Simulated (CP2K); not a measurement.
# PBE0/cc-pVDZ run of CH3Cl3Si (methyltrichlorosilane)

What is the energy change on altering one bond length of CH3Cl3Si (methyltrichlorosilane) at PBE0/cc-pVDZ? 

The results are computed with CP2K 2026.2.

3 further runs of the same task are left out: 2 that didn't finish, 1 set aside as unsound or not needed.

**1. The system as given**

The species is CH3Cl3Si (8 atoms), meant as a singlet with charge 0. SMILES: `C[Si](Cl)(Cl)Cl`. The shape is that of a PBE0-D4/def2-TZVP optimisation.

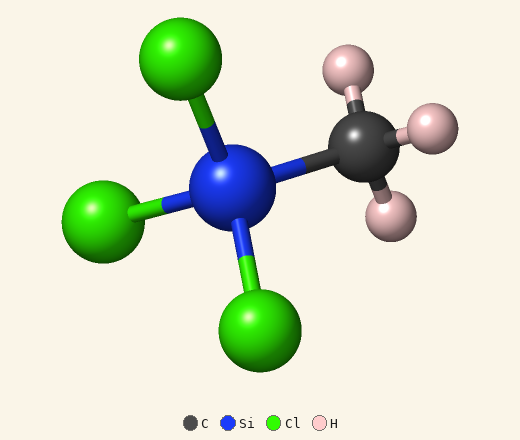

Viewed from a chosen angle; carbon dark grey, silicon blue, chlorine green, hydrogen pink.

**2. A single-point energy at PBE0/cc-pVDZ**

The input, qs.inp:

```
&GLOBAL
    PROJECT_NAME qs
    RUN_TYPE ENERGY
    PRINT_LEVEL MEDIUM
&END

&FORCE_EVAL
    METHOD QS
    &DFT
        BASIS_SET_FILE_NAME ./cc_pvdz.basis
        POTENTIAL_FILE_NAME POTENTIAL
        # Quickstep
        &QS
            METHOD GAPW
            EPS_DEFAULT 1.0E-10
        &END
        &MGRID
            CUTOFF 280
            REL_CUTOFF 50
            NGRIDS 4
        &END
        &POISSON
            PERIODIC NONE
            POISSON_SOLVER MULTIPOLE
        &END
        # SCF settings
        &SCF
            SCF_GUESS ATOMIC
            EPS_SCF 1.0E-07
            MAX_SCF 100
            ADDED_MOS 10
            &DIAGONALIZATION
                ALGORITHM STANDARD
            &END
            &MIXING
                METHOD DIRECT_P_MIXING
                ALPHA 0.4
            &END
        &END
        # exchange and correlation
        &XC
            &XC_FUNCTIONAL
                &HYB_GGA_XC_PBEH
                &END
            &END
            # exact exchange
            &HF
                FRACTION 0.25
                &SCREENING
                    EPS_SCHWARZ 1.0E-10
                &END
                &MEMORY
                    MAX_MEMORY 1050
                &END
            &END
        &END
        # extra output
        &PRINT
            &MOMENTS
                PERIODIC F
                REFERENCE COM
                MAX_MOMENT 1
            &END
            &MO ON
                ENERGIES T
                OCCUPATION_NUMBERS T
                NDIGITS 6
                &EACH
                    QS_SCF 0
                &END
                ADD_LAST NUMERIC
            &END
            &LOWDIN ON
            &END
            &HIRSHFELD OFF
            &END
        &END
    &END
    # atoms, cell and kinds
    &SUBSYS
        # box in angstrom
        &CELL
            ABC 11 10.6 11.1
            PERIODIC NONE
        &END
        &COORD
            C     -0.728900    -0.279600     0.686100
            Si     0.568900     0.197900    -0.528700
            Cl     2.360400    -0.640000    -0.033600
            Cl     0.065900    -0.429500    -2.402200
            Cl     0.801200     2.223000    -0.573800
            H     -0.844500    -1.365200     0.700800
            H     -0.448300     0.061100     1.684800
            H     -1.682600     0.175200     0.410800
        &END
        &TOPOLOGY
            &CENTER_COORDINATES
            &END
        &END
        &KIND C
            BASIS_SET cc-pVDZ
            POTENTIAL ALL
            LEBEDEV_GRID 194
            RADIAL_GRID 100
        &END
        &KIND Si
            BASIS_SET cc-pVDZ
            POTENTIAL ALL
            LEBEDEV_GRID 194
            RADIAL_GRID 100
        &END
        &KIND Cl
            BASIS_SET cc-pVDZ
            POTENTIAL ALL
            LEBEDEV_GRID 194
            RADIAL_GRID 100
        &END
        &KIND H
            BASIS_SET cc-pVDZ
            POTENTIAL ALL
            LEBEDEV_GRID 194
            RADIAL_GRID 100
        &END
    &END
&END
```

Run with:

```sh
$ OMP_NUM_THREADS=1 cp2k.psmp qs.inp > qs.out
```

The log of the run, shortened:

```text
CP2K| version string:                                       CP2K version 2026.2
[...]
 GLOBAL| Method name                                                        CP2K
[...]
 GLOBAL| Run type                                                         ENERGY
[...]
 DFT| Spin restricted Kohn-Sham (RKS) calculation                            RKS
 DFT| Multiplicity                                                             1
[...]
 DFT| Charge                                                                   0
[...]
 FUNCTIONAL| HYB_GGA_XC_PBEH:
[...]
 QS| Method:                                                                GAPW
[...]
 QS| Density cutoff [a.u.]:                                                140.0
[...]
 QS| Relative density cutoff [a.u.]:                                        25.0
[...]
                             - Atoms:                                          8
[...]
                             - Spherical basis functions:                    101
[...]
 Number of electrons:                                                         74
[...]
     1 P_Mix/Diag. 0.40E+00   24.6     0.93415681     -1710.2810340123 -1.71E+03
[...]
    15 DIIS/Diag.  0.12E-07    1.7     0.00000004     -1709.5644312046  1.59E-12
  *** SCF run converged in    15 steps ***
[...]
  Overlap energy of the core charge distribution:               0.00000255071914
  Self energy of the core charge distribution:               -755.53185493051467
  Core Hamiltonian energy:                                   -964.44057528352278
  Hartree energy:                                             184.02882462767920
  Exchange-correlation energy:                                -14.11673742928134
  Hartree-Fock Exchange energy:                               -27.35278433773601
[...]
                     Mulliken Population Analysis
 #  Atom  Element  Kind  Atomic population                           Net charge
       1     C        1          6.235442                             -0.235442
       2     Si       2         13.467865                              0.532135
       3     Cl       3         17.187829                             -0.187829
       4     Cl       3         17.187642                             -0.187642
       5     Cl       3         17.186692                             -0.186692
       6     H        4          0.911877                              0.088123
       7     H        4          0.911407                              0.088593
       8     H        4          0.911245                              0.088755
 # Total charge                             74.000000                  0.000000
[...]
  Dipole moment [Debye]
    X= -0.1580769E+01 Y= -0.5718409E+00 Z=  0.1476293E+01  Total=      2.2372471
 ENERGY| Total FORCE_EVAL ( QS ) energy [hartree]          -1709.564431204606080
[...]
```

It took 50 s on 1 thread of Arm Neoverse V1, shared host; peak memory 0.78 GiB.

**3. The distorted shape at the same level**

The input, calc.inp:

```
&global
 project_name calc
 run_type ENERGY
 print_level MEDIUM
&end

&force_eval
 method QUICKSTEP
 &dft
  basis_set_file_name ./cc_pvdz.basis
  potential_file_name POTENTIAL
  charge 0
  multiplicity 1
  # Quickstep
  &qs
   method GAPW
   eps_default 1.0E-10
  &end
  # real-space grids
  &mgrid
   cutoff 280
   rel_cutoff 50
   ngrids 4
  &end
  &poisson
   periodic NONE
   poisson_solver MULTIPOLE
  &end
  &scf
   scf_guess ATOMIC
   eps_scf 1.0E-07
   max_scf 80
   added_mos 10
   &diagonalization
    algorithm STANDARD
   &end
   &mixing
    method DIRECT_P_MIXING
    alpha 0.4
   &end
  &end
  &xc
   &xc_functional
    &hyb_gga_xc_pbeh
    &end
   &end
   # exact exchange
   &hf
    fraction 0.25
    &screening
     eps_schwarz 1.0E-10
     screen_on_initial_p F
    &end
    &interaction_potential
     potential_type COULOMB
    &end
    &memory
     max_memory 1050
    &end
   &end
  &end
  &print
   &moments
    periodic F
    reference COM
    max_moment 1
   &end
   &mo ON
    energies T
    occupation_numbers T
    ndigits 6
    &each
     qs_scf 0
    &end
    add_last NUMERIC
   &end
   &lowdin ON
   &end
   &hirshfeld OFF
   &end
  &end
 &end
 &subsys
  # box in angstrom
  &cell
   abc [angstrom] 11 10.6 12.6
   periodic NONE
  &end
  &coord
   C      4.432200     4.591500     8.094194
   Si     5.730000     5.069000     6.879394
   Cl     7.521500     4.231100     7.374494
   Cl     4.824603     3.939684     3.507105
   Cl     5.962300     7.094100     6.834294
   H      4.316600     3.505900     8.108894
   H      4.712800     4.932200     9.092894
   H      3.478500     5.046300     7.818894
  &end
  &kind C
   basis_set cc-pVDZ
   potential ALL
   lebedev_grid 194
   radial_grid 100
  &end
  &kind Si
   basis_set cc-pVDZ
   potential ALL
   lebedev_grid 194
   radial_grid 100
  &end
  &kind Cl
   basis_set cc-pVDZ
   potential ALL
   lebedev_grid 194
   radial_grid 100
  &end
  &kind H
   basis_set cc-pVDZ
   potential ALL
   lebedev_grid 194
   radial_grid 100
  &end
 &end
&end
```

Run with:

```sh
$ OMP_NUM_THREADS=1 cp2k.psmp -i calc.inp -o calc.out
```

The log of the run, shortened:

```text
CP2K| version string:                                       CP2K version 2026.2
[...]
 GLOBAL| Method name                                                        CP2K
[...]
 GLOBAL| Run type                                                         ENERGY
[...]
 DFT| Spin restricted Kohn-Sham (RKS) calculation                            RKS
 DFT| Multiplicity                                                             1
[...]
 DFT| Charge                                                                   0
[...]
 FUNCTIONAL| HYB_GGA_XC_PBEH:
[...]
 QS| Method:                                                                GAPW
[...]
 QS| Density cutoff [a.u.]:                                                140.0
[...]
 QS| Relative density cutoff [a.u.]:                                        25.0
[...]
                             - Atoms:                                          8
[...]
                             - Spherical basis functions:                    101
[...]
 Number of electrons:                                                         74
[...]
     1 P_Mix/Diag. 0.40E+00   21.5     0.93364520     -1709.8890991313 -1.71E+03
[...]
    25 DIIS/Diag.  0.49E-07    1.7     0.00000008     -1709.4188407476  9.09E-13
  *** SCF run converged in    25 steps ***
[...]
  Overlap energy of the core charge distribution:               0.00000254149890
  Self energy of the core charge distribution:               -755.53185493051467
  Core Hamiltonian energy:                                   -964.72874568136433
  Hartree energy:                                             184.27836960048330
  Exchange-correlation energy:                                -13.98154416502503
  Hartree-Fock Exchange energy:                               -27.29750117416133
[...]
  Dipole moment [Debye]
    X=  0.9559995E-01 Y=  0.1527705E+01 Z=  0.7706531E+01  Total=      7.8570759
 ENERGY| Total FORCE_EVAL ( QS ) energy [hartree]          -1709.418840747558761
[...]
```

It took 64 s on 1 thread of Arm Neoverse V1, shared host; peak memory 0.82 GiB.

**4. Results**

Level: PBE0/cc-pVDZ.

```
                                                           quantity           value
                                          first shape: total energy  -1709.56443 Eh
                                         first shape: dipole moment          2.24 D
                                           first shape: HOMO energy        -9.08 eV
                                           first shape: LUMO energy         0.43 eV
                                         first shape: HOMO–LUMO gap         9.51 eV
                                      distorted shape: total energy  -1709.41884 Eh
                                     distorted shape: dipole moment          7.86 D
                                       distorted shape: HOMO energy        -6.96 eV
                                       distorted shape: LUMO energy        -4.77 eV
                                     distorted shape: HOMO–LUMO gap         2.19 eV
energy change with the Si2–Cl4 bond stretched from 2.039 to 3.670 Å        3.962 eV
```

What this shows: One bond (distorted shape) is far stretched, which a spin-restricted single reference describes badly; a broken-symmetry solution may lie lower. With the Si2–Cl4 bond stretched from 2.039 to 3.670 Å the energy rises by 3.96 eV (91 kcal/mol). The first shape isn't relaxed at this level, so the change isn't measured from a minimum. A restricted reference can't describe the breaking bond well at this length.
